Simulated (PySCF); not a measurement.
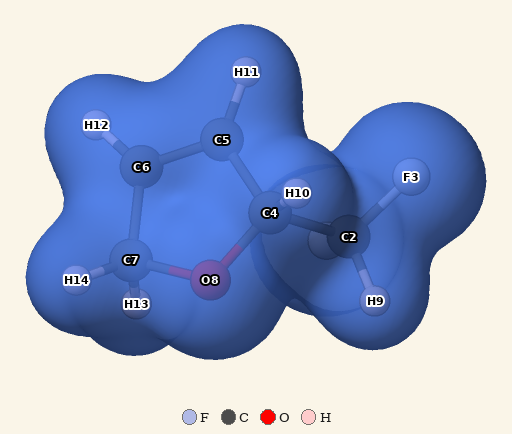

Figure. C$_{5}$H$_{6}$F$_{2}$O. Isosurface of the total electron density at 0.1 e/Å³ (blue), seen at a tilt.

Geometry: GFN2-xTB, MD frame at 250 fs, 200 K.

All numbers below come from PySCF 2.14.0, PBE0/pcSseg-1, SCF density, gas phase, non-relativistic.

```yaml
atoms:
  - { symbol: F, position_ang: [1.1239, -0.9377, -1.7039] }
  - { symbol: C, position_ang: [1.6867, -0.2573, -0.6940] }
  - { symbol: F, position_ang: [2.1919, 0.8752, -1.1761] }
  - { symbol: C, position_ang: [0.6861, 0.0810, 0.4492] }
  - { symbol: C, position_ang: [-0.5611, 0.5660, -0.1783] }
  - { symbol: C, position_ang: [-1.5560, -0.2989, 0.0731] }
  - { symbol: C, position_ang: [-1.0268, -1.4205, 0.8923] }
  - { symbol: O, position_ang: [0.3241, -1.0355, 1.1680] }
  - { symbol: H, position_ang: [2.5177, -0.8459, -0.2405] }
  - { symbol: H, position_ang: [1.1293, 0.8343, 1.0351] }
  - { symbol: H, position_ang: [-0.7088, 1.4789, -0.7997] }
  - { symbol: H, position_ang: [-2.5489, -0.1645, -0.3274] }
  - { symbol: H, position_ang: [-0.8867, -2.3348, 0.2634] }
  - { symbol: H, position_ang: [-1.4995, -1.6681, 1.8469] }
```

Question: How is the density connected at this value?

Answer: At this value the surface is in one piece. It bridges the sampled C–F (1.33 Å), C–C (1.34 Å), C–O (1.38 Å) and C–H (1.05 Å) contacts, where the density stays above the isovalue. On the grid the lowest density along these lines, outside the cores, is 1.9 e/Å³ (C–F, 1.33 Å), 2.3 e/Å³ (C–C, 1.34 Å), 1.9 e/Å³ (C–O, 1.38 Å) and 2.1 e/Å³ (C–H, 1.05 Å).
